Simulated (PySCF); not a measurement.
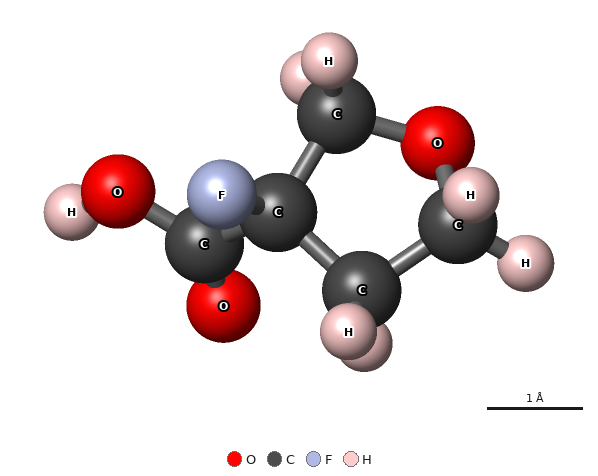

*The structure (ball-and-stick view, seen at a tilt).*

Bond lengths as drawn: C–C 1.22 to 1.24 Å, C–F 1.11 Å, C–H 0.87 to 0.88 Å, C–O 0.96 to 1.13 Å and H–O 0.78 Å.

# Run report: C5H7FO3, excited-state calculation

C5H7FO3, computed with TDA PBE0/def2-SVPD, vertical, gas phase, core orbitals frozen in the response (PySCF 2.14.0).

Some settings of this run were made unusual or wrong on purpose. The geometry comes from this level: GFN2-xTB, altered.

### Input
```
{"job": {"kind": "uv", "xc": "PBE0", "basis": "def2-SVPD", "nstates": 6, "ntriplets": 5, "tda": true, "scf": {"max_cycle": 65}}, "charge": 0, "multiplicity": 1}
O      1.627888    -0.927180     0.463014
C      1.383146    -0.177273    -0.083632
O      2.077225     0.530006    -0.465369
C      0.235158     0.102850    -0.391244
F      0.237762     0.498607    -1.423782
C     -0.540390    -0.838258    -0.279856
C     -1.483250    -0.342836     0.328928
O     -1.020597     0.451560     0.986402
C     -0.233519     0.962053     0.375418
H      2.803922     0.341093    -0.265371
H     -0.763951    -1.152248    -1.059659
H     -0.157891    -1.463747     0.192344
H     -2.053778     0.022331    -0.232050
H     -1.900898    -0.905149     0.846760
H      0.357631     1.304135     0.918735
H     -0.574536     1.601210    -0.123954
```

The first line tells a small driver script what to run in PySCF; the rest is the geometry in Å.

Command:
```bash
OMP_NUM_THREADS=1 python <driver script> task.json out
```

### Log
```
final grid: 138872 points
cycle   1  E = -517.6773378545  dE =  8.816e+00  |g| = 1.160e+00  |ddm| = 1.214e+02
cycle   2  E = -517.5970784764  dE =  8.026e-02  |g| = 1.336e+00  |ddm| = 5.169e+01
cycle   3  E = -517.9260563860  dE = -3.290e-01  |g| = 1.631e-01  |ddm| = 1.230e+01
cycle   4  E = -517.9299881533  dE = -3.932e-03  |g| = 5.620e-02  |ddm| = 2.771e+00
cycle   5  E = -517.9304778985  dE = -4.897e-04  |g| = 1.280e-02  |ddm| = 3.287e-01
cycle   6  E = -517.9305030017  dE = -2.510e-05  |g| = 4.010e-03  |ddm| = 2.770e-01
cycle   7  E = -517.9305056319  dE = -2.630e-06  |g| = 7.047e-04  |ddm| = 3.423e-02
cycle   8  E = -517.9305057221  dE = -9.021e-08  |g| = 2.071e-04  |ddm| = 1.061e-02
cycle   9  E = -517.9305057303  dE = -8.182e-09  |g| = 5.140e-05  |ddm| = 2.680e-03
cycle  10  E = -517.9305057307  dE = -4.591e-10  |g| = 1.219e-05  |ddm| = 5.881e-04
converged SCF energy = -517.9305057307

Static polarisability (au): isotropic 45.595, principal 40.125 45.438 51.220

Singlet excitations
state   eV       nm        f      main configurations
  1   6.3546    195.1   0.02153   H->L 0.95
  2   6.8554    180.9   0.05975   H->L+1 0.84, H-1->L 0.12
  3   7.2473    171.1   0.01319   H-1->L 0.73, H->L+2 0.13, H->L+1 0.10
  4   7.3751    168.1   0.02861   H->L+2 0.76
  5   7.4587    166.2   0.01426   H->L+3 0.87
  6   7.8337    158.3   0.00855   H-1->L+1 0.56, H->L+4 0.34

Triplet excitations (Tamm-Dancoff, eV): 6.2449 6.6838 7.1280 7.2593 7.3903
```

### What the run reported

```json
{"quantity": "outcome", "value": "converged"}
{"quantity": "total energy", "value": "−517.930506 hartree"}
{"quantity": "HOMO", "value": "−6.87 eV"}
{"quantity": "LUMO", "value": "0.53 eV"}
{"quantity": "dipole moment", "value": "1.00 D"}
{"quantity": "mean polarisability", "value": "45.59 a.u."}
{"quantity": "lowest singlet excitation", "value": "6.35 eV"}
{"quantity": "hardware", "value": "1 CPU thread, shared host"}
{"quantity": "wall time", "value": "56 s"}
{"quantity": "peak memory", "value": "0.95 GiB"}
```

### What went wrong

Some settings of this run were drawn to be unusual or wrong. It converged; results that depend on the unusual settings are not reference values.
